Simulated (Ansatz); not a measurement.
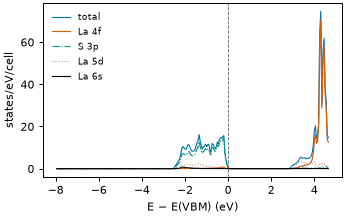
Figure: Total and projected density of states of NaLaS2 in space group I4_1/amd (No. 141; Na on 4a, La on 4b, S on 8e), r²SCAN (plane waves, PAW; program Ansatz)

Problem. Which orbitals carry the states next to the gap?

Solution. Top 1 eV of the valence band: S 3p 88 %, La 5d 5 %. Bottom 1 eV of the conduction band: La 5d 63 %, La 4f 25 %, S 3p 6 %. Projections are on Löwdin-orthogonalised atomic valence shells; empty p or d shells of many metals are not among them.

Problem. Where is the tallest occupied peak in this window, and what makes it?

Solution. Near -1.4 eV, about 16 states/eV per cell; the largest projected share is S 3p.

The workflow started from a Materials Project entry (that database holds measured and hypothetical structures alike); the Crystallography Open Database copy checked does not list it. Whether it is the stable phase at ambient conditions was not checked. The r²SCAN relaxation kept the symmetry of its start; its stability against distortions is not shown here. Spin–orbit coupling is left out wherever it is not named.

Potentials: the later of the program's two PAW sets.
